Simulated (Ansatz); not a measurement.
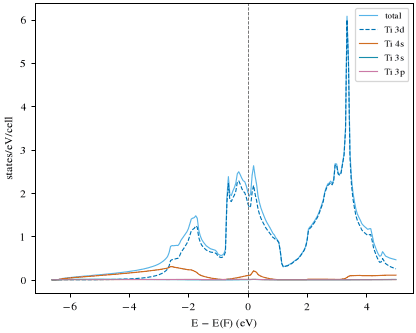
Total and projected density of states of Ti (bcc (W type), space group No. 229), DFT-r²SCAN+D4 in the program Ansatz with PAW potentials

Which orbitals carry the states next to the Fermi level?

Within 0.5 eV of the Fermi level: Ti 3d 88 %, outside the projected shells 7 %. Projections are on Löwdin-orthogonalised atomic valence shells; empty p or d shells of many metals are not among them.

Where is the tallest occupied peak in this window, and what makes it?

Near -0.3 eV, about 2.5 states/eV per cell; the largest projected share is Ti 3d.

Space group Im-3m (bcc (W type)). This is a known high-temperature phase of the composition, computed here at zero pressure and temperature. The cell was relaxed with r²SCAN+D4 under the symmetry of its start. At this level the phase is mechanically unstable. No spin polarisation was allowed. The pairwise dispersion correction was not fitted to metals.

Potentials: the later of the program's two PAW sets.
